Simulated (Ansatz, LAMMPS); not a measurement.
# Settings and their price: amorphous 29Ga2O3-71GeO2 (mol %) (86 atoms)

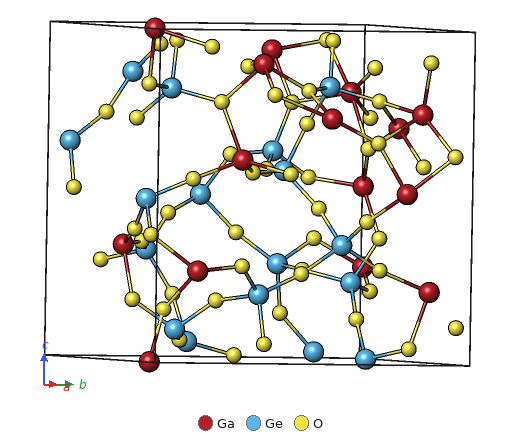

The cell (gallium red, germanium blue, oxygen yellow). Bonds to atoms that aren't drawn are left out. Some periodic images of atoms are drawn too.

Density of this cell: 3.71 g/cm³. The cell holds 86 atoms: 14 Ga, 17 Ge and 55 O. Its edges and angles: a = 11.142 Å, b = 11.142 Å, c = 11.142 Å, α = 90.0°, β = 90.0°, γ = 90.0°. 86 atoms (14 Fe, 17 Ge, 55 O) placed at random at 3.54 g/cm³, melted at 5000 K for 10 ps at fixed volume with the Morse and Coulomb pair potential with partial charges (Pedone, Malavasi, Menziani, Cormack and Segre, J. Phys. Chem. B 110, 11780 (2006)). Quenched from 5000 K to 300 K at 100 K/ps and fixed volume, held 5 ps, then minimised at fixed cell. Then Fe was replaced by Ga and the cell scaled by 1.006 (the potential has no terms for the new elements, so the cell is a start for a DFT relaxation).

Geometry: as built.

Reference run: Kohn-Sham DFT, PBE, PAW (set soft_2), plane waves (Ansatz 0.2.0), cutoff 750 eV, Γ point, fixed occupations.

```
r.m.s. force component                           : 0.9663 eV/Å
gap (highest filled to lowest empty level) : 0.7845 eV
SCF cycles                                       : 9
time                                             : 50 s on 4 threads of Arm Neoverse V1, shared host
```

**Question.** The same geometry is run again with each of these changes. How far do the results move, and how long does each run take?
- support functions medium
- support functions low
- support functions medium, radius 3.67 Å
- support functions medium, radius 3.97 Å

Differences are against the run with plane waves at 750 eV (Kohn-Sham DFT, PBE, PAW (set soft_2), plane waves), whose r.m.s. force component is 0.966 eV/Å. Energies are set beside the reference only for runs with its functional, potentials and electron count. Times are for 4 threads of Arm Neoverse V1, shared host.

```tsv
run	Δ force, r.m.s. (meV/Å)	share of r.m.s. force (%)	Δ energy (meV/atom)	Δ gap (eV)	cycles	time	host memory (GiB)
reference	-	-	-	-	9	50 s	4.1
support functions medium	2.53	0.262	-1.67	-3.0e-4	16	4.1 min	5.4
support functions low	2.45	0.254	-1.63	-4.0e-4	14	2.4 min	3.8
support functions medium, radius 3.67 Å	2.51	0.260	-1.67	-3.0e-4	16	3.8 min	5.2
support functions medium, radius 3.97 Å	2.53	0.262	-1.67	-3.0e-4	16	4.7 min	5.8
```

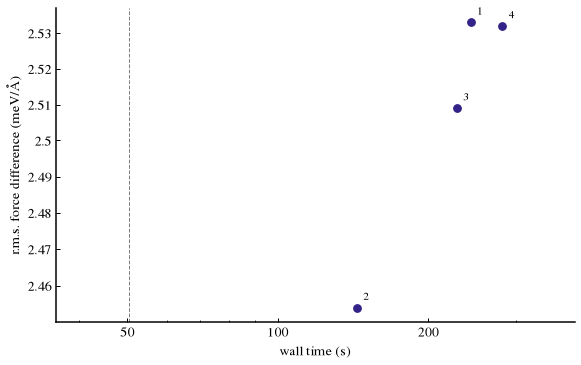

Force difference from the reference against wall time; the dashed line marks the reference's time. Points: 1 support functions medium; 2 support functions low; 3 support functions medium, radius 3.67 Å; 4 support functions medium, radius 3.97 Å.

Among numerical settings the force difference runs from 2.5 meV/Å (support functions low) to 2.5 meV/Å (support functions medium). At 86 atoms the fastest of the runs at a preset level, support functions low, takes 2.9 times the time of plane waves, in 14 SCF cycles against 9. Differences between support functions and plane waves include what basis error the plane-wave run still has. 

[Logs are printed without paths, hosts, clocks, repeated set-up lines and the standing remarks that a program may print on its own settings, such as how far it seeks lower states.]

[Hosts, paths, dates, database ids (printed as entryN), source tags and the programs' standing remarks are cut or masked in the printed files.]
